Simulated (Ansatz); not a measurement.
# How basis sets differ on SiO (SMILES O=[Si])

SiO, singlet, SMILES `O=[Si]`. Each level relaxes the structure for itself.

Each level gives the harmonic wavenumber (cm⁻¹). The values are calculated.

```tsv
level	kind	program	value (cm⁻¹)
HF/STO-3G	Hartree–Fock	Ansatz	1488
HF/3-21G	Hartree–Fock	Ansatz	1349
HF/6-31G* (Cartesian functions)	Hartree–Fock	Ansatz	1406
HF/cc-pVTZ	Hartree–Fock	Ansatz	1402
```

Harmonic and unscaled. The values span 1349 to 1488 cm⁻¹.

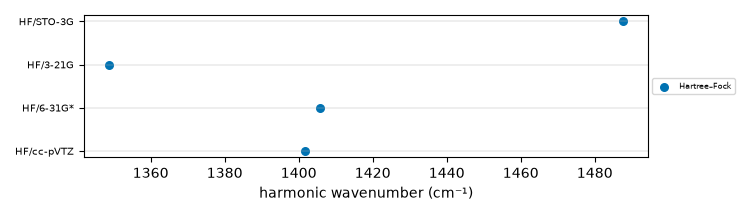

The values of the table, level by level.
